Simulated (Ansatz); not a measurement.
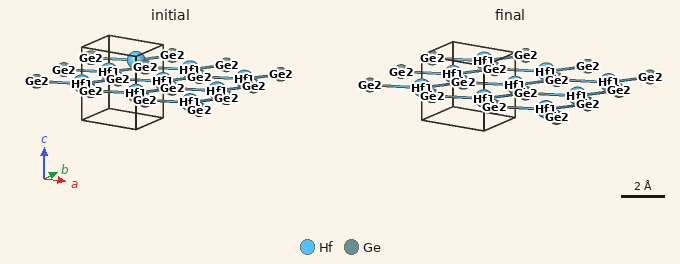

The structure of crystalline HfGe (a generated structure, set up in P-6m2) before (left) and after (right) a relaxation, at one scale.

A ball-and-stick model of the cell of the calculation, repeated 2 × 2 × 1 with one cell outlined, seen slightly off an axis.

The run lets cell and atoms move.

Method: Kohn-Sham DFT of a periodic cell, PBEsol0, Ansatz PAW in Ansatz 0.2.0.

The input:
```yaml
crystal:
  lattice:
    - [3.93350939, 0.0, 0.0]
    - [-1.96675469, 3.40651905, 0.0]
    - [0.0, 0.0, 3.50961939]
  atoms:
    - { symbol: Hf, position: [0.0, 0.0, 0.5] }
    - { symbol: Ge, position: [0.33333333, 0.66666667, 0.5] }
hamiltonian:
  xc: { exchange: pbesol, correlation: pbesol, exx: { coeff: 0.25 } }
  pseudopotentials: { kind: paw }
kpoints:
  mp_grid: { grid: [4, 4, 4] }
scf:
  occupations: { method: fermi_dirac, width: 0.05 }
output:
  forces: true
  stress: true
  eigenvalues: true
  write_density: true
  write_potential: true
  elf: true
  volumetric_format: npy
relax:
  f_tol: 0.01
  max_steps: 40
  cell: { stress_tol: 0.05 }
```

**What changed between the two?**

Over 8 accepted moves (10 points after the start) the energy falls by 2.468 eV per cell of the calculation. All forces vanish by symmetry, so only the cell relaxes. Pressure: 35.07 GPa at the start and 0.00 GPa at the end. At 2 points the geometry stayed and the basis and grid were re-selected for the new cell (energy shift of 23.6 meV per cell of the calculation at most each time). No atom moves by more than 0.005 Å relative to the cell. The volume changes by +17.0 %, with a = b 3.934 → 4.514 Å (+14.8 %), c 3.510 → 3.117 Å (−11.2 %). Near-neighbour distances that change, for instance: Hf1–Hf1 3.510 → 3.117 Å, Hf1–Ge2 2.271 → 2.606 Å. The space group stays P-6m2 (No. 187). The run took 110 s on 1 × NVIDIA H100 80GB HBM3 with 2 threads of AMD EPYC 7R13 Processor (Zen 3) (shared host), peak memory 1.9 GiB.

Limits of the set-up: the k-point mesh is coarse for a cell with partly filled bands.
